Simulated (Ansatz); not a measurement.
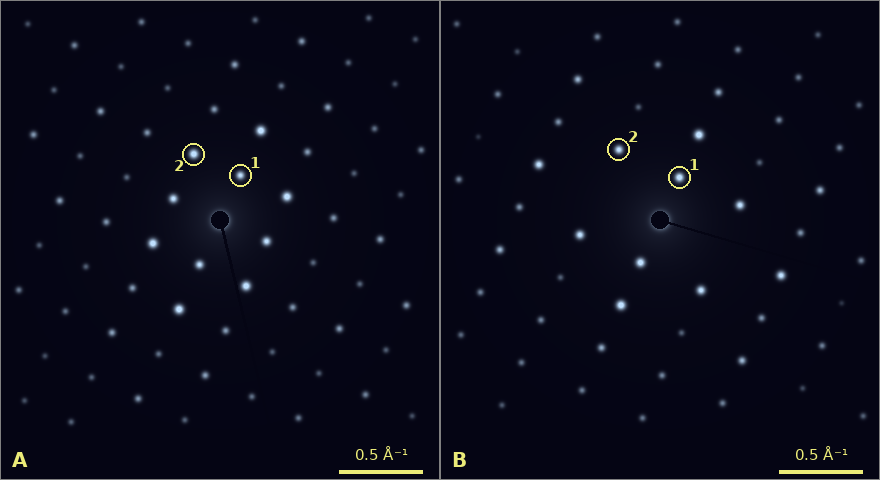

Kinematic electron diffraction patterns (300 kV, B = 0.5 Å², same scale) along [1-10] of the run's own cell, for the start and the end of one relaxation of TaO4F with DFT, PAW plane waves, r2scan (Ansatz). k mesh 5×5×5. The start is a generated model structure, and the relaxation ends in the nearest stationary point of its symmetry, not necessarily the ground state. Spot 1 is 0 0 -1 and spot 2 is 1 1 -2 in both.

Start structure:

```
Ta F O
1.0
    -2.37181    2.37181    3.21405
     2.37181   -2.37181    3.21405
     2.37181    2.37181   -3.21405
Ta F O
1 1 4
Direct
  0.00000 0.00000 0.00000
  0.25000 0.75000 0.50000
  0.38900 0.35000 0.50300
  0.65000 0.15300 0.03900
  0.84700 0.88600 0.49700
  0.11400 0.61100 0.96100
```

Q: Which pattern belongs to the start structure, and which to the relaxed one?

A: A is the start: its cell gives d(1) = 3.354 Å, d(2) = 2.321 Å and an angle of 46.2°. B is the relaxed structure, with d(1) = 3.519 Å (+4.9 %), d(2) = 2.024 Å (-12.8 %) and 54.9°.

Q: Name reflections whose intensity changes strongly on relaxation.

A: 1 1 -1 fades out of sight; 2 2 -2 goes from 3.1 to 64 % of the strongest spot; 2 2 0 goes from 2.4 to 25 % of the strongest spot; 1 1 1 goes from 14 to 2.6 % of the strongest spot.

Q: What did the relaxation do to the structure and the energy?

A: The volume changed by -15.3 % to 10.21 Å³ an atom; with the mean shift removed, the atoms moved by up to 0.82 Å relative to the cell (O most); the space group stayed I-4 (No. 82); the free energy fell by 270 meV an atom. Relaxed cell: a = 4.301 Å, b = 4.301 Å, c = 4.301 Å, α = 109.32°, β = 109.32°, γ = 109.77°.
